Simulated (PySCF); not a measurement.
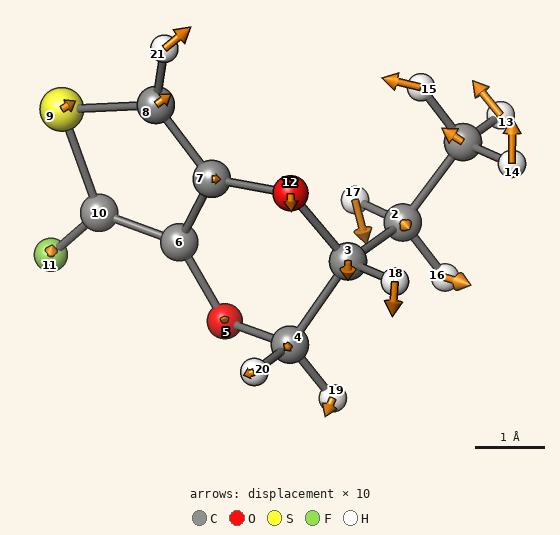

A relaxation of C8H9FO2S. The starting structure is drawn; orange arrows show the displacements, 10 times their true length. The two geometries are superimposed by the best rigid fit.

Style: ball-and-stick. Shown face on.

The start comes from GFN2-xTB.

The calculation used PBE0-D3(BJ)/def2-SVP geometry optimisation, gas phase (PySCF 2.14.0, density-fitted response routines). 

**Which element moves most?**

Hydrogen: up to 0.072 Å, against 0.039 Å for carbon.

**What happened in the run?**

The largest move after the best rigid fit is that of an H atom, 0.072 Å. By element the largest moves are H 0.072 Å, C 0.039 Å, O 0.029 Å, S 0.025 Å, F 0.020 Å. Among the contacts that change: C–H 1.070 → 1.087 Å, C–F 1.335 → 1.320 Å, C–H 1.088 → 1.102 Å, C–C 1.535 → 1.522 Å. Among the angles between lasting bonds that change: H–C–H 108.0° → 106.0°. The energy falls by 1.26 kcal/mol in 6 geometry steps. Largest force component: 0.95 eV/Å at the start, 0.013 eV/Å at the end.
